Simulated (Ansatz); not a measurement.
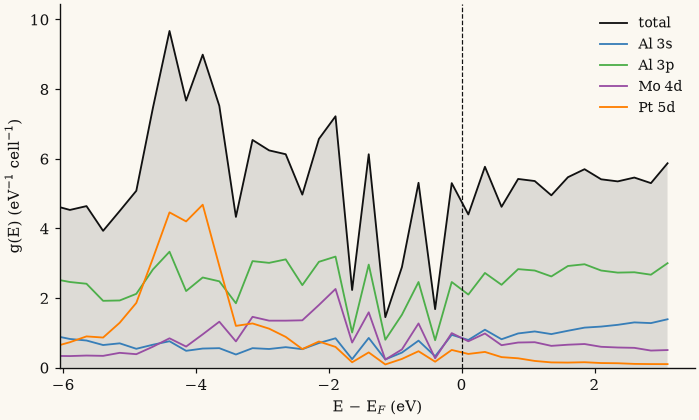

Density of states of Al10MoPt (defect cell), 12 atoms in the cell. Level of theory: DFT with r2SCAN, PAW plane waves, no spin polarisation, 4×4×2 k mesh, 500 eV cutoff, Fermi-Dirac smearing of 0.1 eV; code Ansatz 0.2.0. Energies are counted from the Fermi level. The partial curves are projected on Löwdin-orthogonalised atomic shells.

It is a metal. The density of states at the Fermi level is about 4.8 per eV and cell (mean within 0.25 eV), or 0.4 per atom. By projected weight, the states within 0.3 eV of the Fermi level are Al 3p (50 %), Mo 4d (20 %) and Al 3s (20 %). Over the range shown, the centre of the Pt 5d weight lies 3.5 eV below the Fermi level, and about 90 % of the shell is filled. The tallest peak in the window is at −4.4 eV; by projected weight it is Pt 5d (45 %) and Al 3p (35 %).

The atoms aren't at rest in this cell (largest force 9.6 eV/Å), so the relaxed material can differ. Spin-orbit coupling is left out, which matters for Pt.
